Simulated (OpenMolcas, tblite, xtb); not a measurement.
**A ladder of methods for CH4AlClO (SMILES C[O][AlH][Cl])**

CH4AlClO: 8 atoms, total charge 0, spin state singlet. SMILES: `C[O][AlH][Cl]`. The coordinates come from a PBE0-D4/def2-TZVP relaxation. This is one conformer, not always the lowest.

Quantity: the vertical energy of the triplet above the singlet, in eV. The values are calculated.

```json
{"level": "GFN1-xTB", "kind": "semi-empirical", "program": "xtb", "value (eV)": "6.12", "CPU time (all runs)": "under 2 s"}
{"level": "IPEA1-xTB", "kind": "semi-empirical", "program": "tblite", "value (eV)": "5.18", "CPU time (all runs)": "under 2 s"}
{"level": "SVWN5/6-31G* (spherical functions)", "kind": "LDA", "program": "OpenMolcas", "value (eV)": "5.71", "CPU time (all runs)": "78 s"}
{"level": "PBE/6-31G* (spherical functions)", "kind": "GGA", "program": "OpenMolcas", "value (eV)": "5.62", "CPU time (all runs)": "2.6 min"}
{"level": "M06-L/6-31G* (spherical functions)", "kind": "meta-GGA", "program": "OpenMolcas", "value (eV)": "6.14", "CPU time (all runs)": "3.4 min"}
{"level": "B3LYP/6-31G* (spherical functions)", "kind": "global hybrid", "program": "OpenMolcas", "value (eV)": "6.16", "CPU time (all runs)": "93 s"}
```

The values span 5.18 to 6.16 eV. GFN1-xTB: no spin polarisation, so open shells miss the exchange term that lowers them. A triplet this far above the singlet is often a Rydberg-like or dissociative state; sets without diffuse functions put Rydberg states too high. The upper state's dipole differs much between rows, so they may not all be the same state. CPU times are rough (shared hosts, several kinds of processor and program).

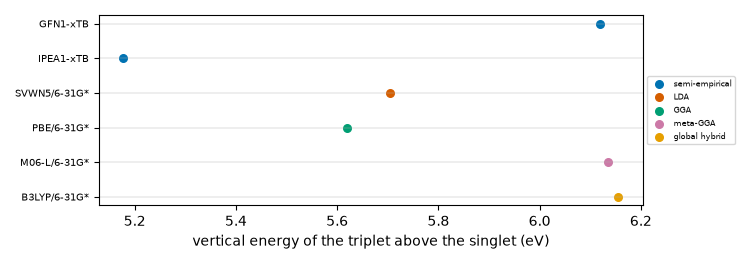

The values of the table, level by level.
